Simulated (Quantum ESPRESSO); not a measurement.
# Co2Ge: parallel and opposed starts, part 2 of 2

Does Co2Ge prefer parallel or opposed moments?

Quantum ESPRESSO 7.5; PBEsol; plane waves with GBRV 1.5 PBEsol potentials, no spin-orbit coupling.

So far, absolute magnetization (μB): step 2 (run 1 (ferro ++++++++)) 5.84.

## Step 3: Run 2, typed as antiferro +−−++−−+

pw.in reads:

```
&CONTROL
  calculation = 'scf'
  prefix = 'pwscf'
  outdir = './tmp'
  pseudo_dir = './pseudo'
  disk_io = 'nowf'
/
&SYSTEM
  ibrav = 0
  celldm(1) = 8
  nat = 12
  ntyp = 3
  ecutwfc = 40
  ecutrho = 280
  nbnd = 116
  occupations = 'smearing'
  smearing = 'fd'
  degauss = 0.00734986
  nspin = 2
  starting_magnetization(1) = 0.1176
  starting_magnetization(2) = -0.1176
  starting_magnetization(3) = 0
/
&ELECTRONS
  conv_thr = 2.4d-08
  electron_maxstep = 150
  mixing_beta = 0.3
/
ATOMIC_SPECIES
Co1    58.9332 co_pbesol_v1.2.uspp.F.UPF
Co2    58.9332 co_pbesol_v1.2.uspp.F.UPF
Ge     72.6300 ge_pbesol_v1.4.uspp.F.UPF
CELL_PARAMETERS alat
   1.1858031432027    0.0000000000000    0.0000000000000
   0.0000000000000    0.9023442245088    0.0000000000000
   0.0000000000000    0.0000000000000    1.7149264580979
ATOMIC_POSITIONS crystal
Co1     0.3257579700    0.2500000000    0.9375048800
Co2     0.8257579700    0.2500000000    0.5624951200
Co2     0.6742420300    0.7500000000    0.0624951200
Co1     0.1742420300    0.7500000000    0.4375048800
Co1     0.9624690100    0.2500000000    0.2235608800
Co2     0.4624690100    0.2500000000    0.2764391200
Co2     0.0375309900    0.7500000000    0.7764391200
Co1     0.5375309900    0.7500000000    0.7235608800
Ge      0.2963479300    0.2500000000    0.6050455400
Ge      0.7963479300    0.2500000000    0.8949544600
Ge      0.7036520700    0.7500000000    0.3949544600
Ge      0.2036520700    0.7500000000    0.1050455400
K_POINTS automatic
6 8 4 0 0 0
```

Started as:

```console
$ OMP_NUM_THREADS=1 mpirun -n 4 pw.x -nk 4 -in pw.in > pw.out
```

The program printed:

```text
[banner, memory and clock lines left out]
Program PWSCF v.7.5 starts

     Message from routine setup:
     using ibrav=0 with symmetry is DISCOURAGED, use correct ibrav instead

     bravais-lattice index     =            0
     lattice parameter (alat)  =       8.0000  a.u.
     unit-cell volume          =     939.5076 (a.u.)^3
     number of atoms/cell      =           12
     number of atomic types    =            3
     number of electrons       =       192.00
     number of Kohn-Sham states=          116
     kinetic-energy cutoff     =      40.0000  Ry
     charge density cutoff     =     280.0000  Ry
     scf convergence threshold =      2.4E-08
     mixing beta               =       0.3000
     number of iterations used =            8  plain     mixing
     Exchange-correlation= SLA  PW   PSX  PSC
                           (   1   4  10   8   0   0   0)

     celldm(1)=   8.000000  celldm(2)=   0.000000  celldm(3)=   0.000000
     celldm(4)=   0.000000  celldm(5)=   0.000000  celldm(6)=   0.000000

     crystal axes: (cart. coord. in units of alat)
               a(1) = (   1.185803   0.000000   0.000000 )
               a(2) = (   0.000000   0.902344   0.000000 )
               a(3) = (   0.000000   0.000000   1.714926 )

     reciprocal axes: (cart. coord. in units 2 pi/alat)
               b(1) = (  0.843310  0.000000  0.000000 )
               b(2) = (  0.000000  1.108225  0.000000 )
               b(3) = (  0.000000  0.000000  0.583115 )

     PseudoPot. # 1 for Co read from file:
     co_pbesol_v1.2.uspp.F.UPF
     Pseudo is Ultrasoft + core correction, Zval = 17.0

     PseudoPot. # 2 for Co read from file:
     co_pbesol_v1.2.uspp.F.UPF
     Pseudo is Ultrasoft + core correction, Zval = 17.0

     PseudoPot. # 3 for Ge read from file:
     ge_pbesol_v1.4.uspp.F.UPF
     Pseudo is Ultrasoft + core correction, Zval = 14.0

     atomic species   valence    mass     pseudopotential
     Co1              17.00    58.93320     Co( 1.00)
     Co2              17.00    58.93320     Co( 1.00)
     Ge               14.00    72.63000     Ge( 1.00)

     Starting magnetic structure
     atomic species   magnetization
     Co1             0.118
     Co2            -0.118
     Ge              0.000

      4 Sym. Ops. (no inversion) found ( 3 have fractional translation)

   Cartesian axes

     site n.     atom                  positions (alat units)
         1        Co1    tau(   1) = (   0.3862848   0.2255861   1.6077519  )
         2        Co2    tau(   2) = (   0.9791864   0.2255861   0.9646378  )
         3        Co2    tau(   3) = (   0.7995183   0.6767582   0.1071745  )
         4        Co1    tau(   4) = (   0.2066167   0.6767582   0.7502887  )
         5        Co1    tau(   5) = (   1.1412988   0.2255861   0.3833905  )
         6        Co2    tau(   6) = (   0.5483972   0.2255861   0.4740728  )
         7        Co2    tau(   7) = (   0.0445044   0.6767582   1.3315360  )
         8        Co1    tau(   8) = (   0.6374059   0.6767582   1.2408537  )
         9        Ge     tau(   9) = (   0.3514103   0.2255861   1.0376086  )
        10        Ge     tau(  10) = (   0.9443119   0.2255861   1.5347811  )
        11        Ge     tau(  11) = (   0.8343928   0.6767582   0.6773179  )
        12        Ge     tau(  12) = (   0.2414913   0.6767582   0.1801454  )

     number of k points=    60  Fermi-Dirac smearing, width (Ry)=  0.0073
                       cart. coord. in units 2pi/alat
        k(    1) = (   0.0000000   0.0000000   0.0000000), wk =   0.0052083
        k(    2) = (   0.0000000   0.0000000   0.1457788), wk =   0.0104167
        k(    3) = (   0.0000000   0.0000000  -0.2915577), wk =   0.0052083
        k(    4) = (   0.0000000   0.1385281   0.0000000), wk =   0.0104167
        k(    5) = (   0.0000000   0.1385281   0.1457788), wk =   0.0208333
        [... 55 further k-points ...]

     Dense  grid:    74269 G-vectors     FFT dimensions: (  54,  40,  80)

     Smooth grid:    32113 G-vectors     FFT dimensions: (  40,  30,  60)

     Check: negative core charge=   -0.000035
     Generating pointlists ...
     new r_m :   0.2286 (alat units)  1.8287 (a.u.) for type    1
     new r_m :   0.2286 (alat units)  1.8287 (a.u.) for type    2
     new r_m :   0.2286 (alat units)  1.8287 (a.u.) for type    3

     Initial potential from superposition of free atoms

     starting charge     183.9967, renormalised to     192.0000
     Starting wfcs are  140 randomized atomic wfcs

     Self-consistent Calculation

     iteration #  1     ecut=    40.00 Ry     beta= 0.30
     Davidson diagonalization with overlap
     ethr =  1.00E-02,  avg # of iterations =  2.2

     total energy              =   -3228.07242051 Ry
     estimated scf accuracy    <      42.62961765 Ry

     total magnetization       =     0.00 Bohr mag/cell
     absolute magnetization    =     9.91 Bohr mag/cell

     iteration #  2     ecut=    40.00 Ry     beta= 0.30
     Davidson diagonalization with overlap
     ethr =  1.00E-02,  avg # of iterations =  3.0

     total energy              =   -3235.71501725 Ry
     estimated scf accuracy    <      24.38331087 Ry

     total magnetization       =     0.00 Bohr mag/cell
     absolute magnetization    =     4.13 Bohr mag/cell

     [... further iterations left out ...]

     iteration # 32     ecut=    40.00 Ry     beta= 0.30
     Davidson diagonalization with overlap
     ethr =  7.13E-11,  avg # of iterations =  2.1

     total energy              =   -3239.09826433 Ry
     estimated scf accuracy    <       0.00000005 Ry

     total magnetization       =    -0.00 Bohr mag/cell
     absolute magnetization    =     0.02 Bohr mag/cell

     iteration # 33     ecut=    40.00 Ry     beta= 0.30
     Davidson diagonalization with overlap
     ethr =  2.35E-11,  avg # of iterations =  3.0

     Magnetic moment per site  (integrated on atomic sphere of radius R)
     atom   1 (R=0.229)  charge= 15.3615  magn= -0.0017
     atom   2 (R=0.229)  charge= 15.3616  magn=  0.0016
     atom   3 (R=0.229)  charge= 15.3616  magn=  0.0016
     atom   4 (R=0.229)  charge= 15.3615  magn= -0.0017
     atom   5 (R=0.229)  charge= 15.3081  magn=  0.0012
     atom   6 (R=0.229)  charge= 15.3081  magn= -0.0010
     atom   7 (R=0.229)  charge= 15.3081  magn= -0.0010
     atom   8 (R=0.229)  charge= 15.3081  magn=  0.0012
     atom   9 (R=0.229)  charge= 11.6363  magn=  0.0000
     atom  10 (R=0.229)  charge= 11.6363  magn= -0.0000
     atom  11 (R=0.229)  charge= 11.6363  magn= -0.0000
     atom  12 (R=0.229)  charge= 11.6363  magn=  0.0000

     End of self-consistent calculation

     Number of k-points >= 100: set verbosity='high' to print the bands.

     the Fermi energy is    17.5788 ev

!    total energy              =   -3239.09826449 Ry
     estimated scf accuracy    <       0.00000002 Ry
     smearing contrib. (-TS)   =      -0.03575749 Ry
     internal energy E=F+TS    =   -3239.06250700 Ry

     The total energy is F=E-TS. E is the sum of the following terms:
     one-electron contribution =   -1650.78268468 Ry
     hartree contribution      =     981.05468954 Ry
     xc contribution           =    -490.18247008 Ry
     ewald contribution        =   -2079.15204178 Ry

     total magnetization       =     0.00 Bohr mag/cell
     absolute magnetization    =     0.01 Bohr mag/cell

     convergence has been achieved in  33 iterations
```

The job ended after 12 min (4 MPI ranks of AMD EPYC 9R14 (Zen 4), shared host; peak memory 1.6 GiB).

Spin moment in the atom's sphere by atom:

```csv
atom,spin moment in the atom's sphere (μB)
Co1,-0.0017
Co2,0.0016
Co3,0.0016
Co4,-0.0017
Co5,0.0012
Co6,-0.0010
Co7,-0.0010
Co8,0.0012
Ge9,0.0000
Ge10,0.0000
Ge11,0.0000
Ge12,0.0000
```

Read from the output:

| Item | Value |
| --- | --- |
| smearing term TS | 0.4865 eV |
| magnetization | 0 μB |
| absolute magnetization | 0.012 μB |
| final state | non-magnetic |

## Step 4: Run 3, typed as antiferro +−−−+−++

Changes to pw.in since step 3:

```diff
@@ -40,6 +40,6 @@
 Co2     0.6742420300    0.7500000000    0.0624951200
-Co1     0.1742420300    0.7500000000    0.4375048800
+Co2     0.1742420300    0.7500000000    0.4375048800
 Co1     0.9624690100    0.2500000000    0.2235608800
 Co2     0.4624690100    0.2500000000    0.2764391200
-Co2     0.0375309900    0.7500000000    0.7764391200
+Co1     0.0375309900    0.7500000000    0.7764391200
 Co1     0.5375309900    0.7500000000    0.7235608800
```

The program printed:

```text
     [... lines left out ...]
Program PWSCF v.7.5 starts
     [... lines left out ...]
     number of atoms/cell      =           12
     [... lines left out ...]
     number of electrons       =       192.00
     number of Kohn-Sham states=          116
     kinetic-energy cutoff     =      40.0000  Ry
     charge density cutoff     =     280.0000  Ry
     scf convergence threshold =      2.4E-08
     [... lines left out ...]
      2 Sym. Ops. (no inversion) found ( 1 have fractional translation)
     [... lines left out ...]
     number of k points=    70  Fermi-Dirac smearing, width (Ry)=  0.0073
     [... lines left out ...]
     iteration #150     ecut=    40.00 Ry     beta= 0.30
     [... lines left out ...]
     estimated scf accuracy    <       0.00001540 Ry
     total magnetization       =     0.21 Bohr mag/cell
     absolute magnetization    =     1.06 Bohr mag/cell
     [... lines left out ...]
     convergence NOT achieved after 150 iterations: stopping
[key lines of the parts left out:]
total energy              =   -3239.09821017 Ry
```

Run time: 52 min. Hardware: 4 MPI ranks; peak memory 1.7 GiB.

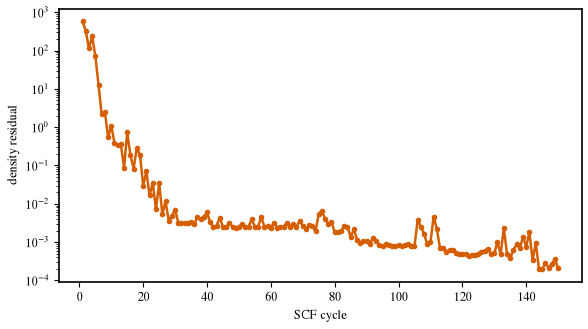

Residual by cycle in this run.

The run stopped without converging, so none of its numbers is a property of the system.

After 150 cycles the residual stands at 2.1e-4, against 0.0065 at cycle 76 and a least value of 1.9e-4. The cap of 150 cycles in the input ended the loop.

## Step 5: Ranking

An order is kept where moments of 0.15 μB or more survive with the typed signs; meshes match where a doubled cell samples the same k points as the first cell.

Orders:

| start | final state | typed order kept | energy over the lowest (meV a seeded atom) | largest site moment (μB) | net moment (μB a cell of the first run) | mesh matched | CPU time (s) |
| --- | --- | --- | --- | --- | --- | --- | --- |
| ferro ++++++++ | ferromagnetic | yes | 0 | 0.8148 | 4.912 | yes | 1776 |
| antiferro +--++--+ | non-magnetic | no | 10.74 | 0.001679 | 0 | yes | 2920 |

## Step 6: Outcome

```json
{"lowest state found": "ferromagnetic (from ferro ++++++++)", "largest site moment": "0.815 μB", "state without moments": "10.7 meV a seeded atom higher"}
```

**Reading.** At this level spin polarisation gains little. 1 start lost its moments. Only these 2 starts were compared; other wavevectors, canted and longer-period orders were not. 1 further start did not converge. Energies are free energies at an electronic temperature of 1160 K, which lowers moments and differences where the moments are itinerant.

[Logs and program files are shortened in this print: banners, set-up blocks, solver, clock and traceback lines can be left out without a mark of their own.]

[Logs are printed without paths, hosts, clocks, repeated set-up lines and the standing remarks that a program may print on its own settings, such as how far it seeks lower states.]

[Hosts, paths, dates, database ids (printed as entryN), source tags and the programs' standing remarks are cut or masked in the printed files.]

[Where a cell is said to come from a database of computed structures, the database is the Materials Project.]
